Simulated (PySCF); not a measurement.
**U-wB97X-V/ccECP-aug-cc-pVDZ (core potential, nlc grid 1) run of SiHOF2 (SMILES O[Si](F)F)**

Aim: the vertical ionisation energy of SiHOF2 at U-wB97X-V/ccECP-aug-cc-pVDZ (core potential, nlc grid 1), from 2 runs. The job is set up through a Python script.

The results are computed with PySCF 2.14.0.

**1. Starting point**

SiHOF2 has 5 atoms, charge 0, and is taken as a doublet. As SMILES, `O[Si](F)F`. Geometry: relaxed at PBE0-D4/def2-TZVP. This is one conformer, not always the lowest.

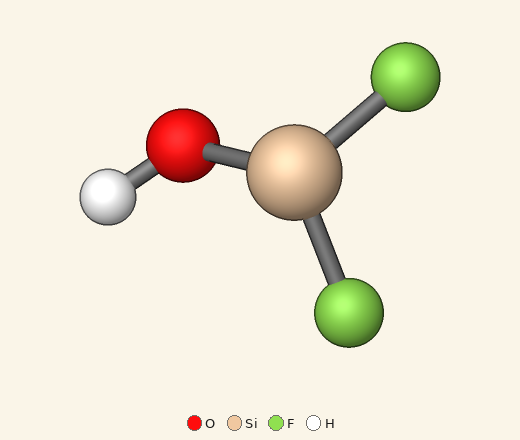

The structure, seen from a chosen angle (oxygen red, silicon light orange, fluorine green, hydrogen white).

**2. The energy at U-wB97X-V/ccECP-aug-cc-pVDZ (core potential, nlc grid 1)**

Input file job.py:

```python
# O[Si](F)F
from pyscf import gto, dft

mol = gto.M(
    atom='''
O        0.144800       1.087900      -0.214100
Si      -0.086900      -0.365800       0.478600
F        1.362100      -0.934000       0.772500
F       -0.797000      -1.371300      -0.531000
H       -0.623100       1.583200      -0.506000
''',
    verbose=3,
    spin=1,
    ecp='ccecp',
    max_memory=1860,
    basis='ccecp-aug-cc-pvdz',
)

ks = dft.UKS(mol)
ks.xc = 'wb97x-v'
ks.grids.level = 4
ks.conv_tol = 1e-10
ks.nlcgrids.level = 1
ks.kernel()
if not ks.converged:
    ks = ks.newton().run(ks.mo_coeff, ks.mo_occ)

e_tot = ks.e_tot
print('Final energy', e_tot)
```

Command:

```console
$ OMP_NUM_THREADS=1 python job.py
```

Standard output:

```text
converged SCF energy = -69.2401969941398  <S^2> = 0.75136391  2S+1 = 2.0013634
Final energy -69.24019699413978
```

Run time: 98 s. Hardware: 1 thread of Intel Xeon 6975P-C (Granite Rapids), shared host; peak memory 0.48 GiB.

**3. The singlet cation**

Input file run.py:

```python
from pyscf import gto, dft

mol = gto.M(
    atom='''
O        0.144800       1.087900      -0.214100
Si      -0.086900      -0.365800       0.478600
F        1.362100      -0.934000       0.772500
F       -0.797000      -1.371300      -0.531000
H       -0.623100       1.583200      -0.506000
''',
    max_memory=1860,
    basis='ccecp-aug-cc-pvdz',
    verbose=4,
    charge=1,
    ecp={'O': 'ccecp', 'Si': 'ccecp', 'F': 'ccecp', 'H': 'ccecp'},
)

calc0 = dft.RKS(mol)
calc0.xc = 'wb97x-v'
calc0.conv_tol = 1e-10
calc0.nlcgrids.level = 1
calc0.grids.level = 4
calc0.kernel()
if not calc0.converged:
    calc0 = calc0.newton().run(calc0.mo_coeff, calc0.mo_occ)

energy = calc0.e_tot
print('Final energy', energy)
```

Command:

```console
$ OMP_NUM_THREADS=1 python run.py
```

Standard output:

```text
PySCF version 2.14.0

[... 90 lines left out ...]
converged SCF energy = -68.878689102182
Final energy -68.87868910218202
```

Run time: 72 s. Hardware: 1 thread of Intel Xeon 6975P-C (Granite Rapids), shared host; peak memory 0.47 GiB.

**4. What came out**

At U-wB97X-V/ccECP-aug-cc-pVDZ (core potential, nlc grid 1):

| quantity | value |
| --- | --- |
| doublet SiHOF2: total energy | -69.24020 Eh |
| doublet SiHOF2: dipole moment | 2.41 D |
| doublet SiHOF2: HOMO energy (highest over α and β) | -9.50 eV |
| doublet SiHOF2: LUMO energy (lowest over α and β) | -1.26 eV |
| doublet SiHOF2: ⟨S²⟩ | 0.751 |
| singlet cation: total energy | -68.87869 Eh |
| singlet cation: HOMO energy | -20.30 eV |
| singlet cation: LUMO energy | -10.04 eV |
| singlet cation: HOMO–LUMO gap | 10.25 eV |
| vertical ionisation energy (to the singlet cation) | 9.837 eV |

What this shows: The vertical ionisation energy comes to 9.84 eV (227 kcal/mol). Only the singlet of the ionised species was computed; a triplet could lie lower. Mulliken charges (singlet cation) run from -0.16 on F4 to +1.02 on Si2; in a basis this large or diffuse they mean little.
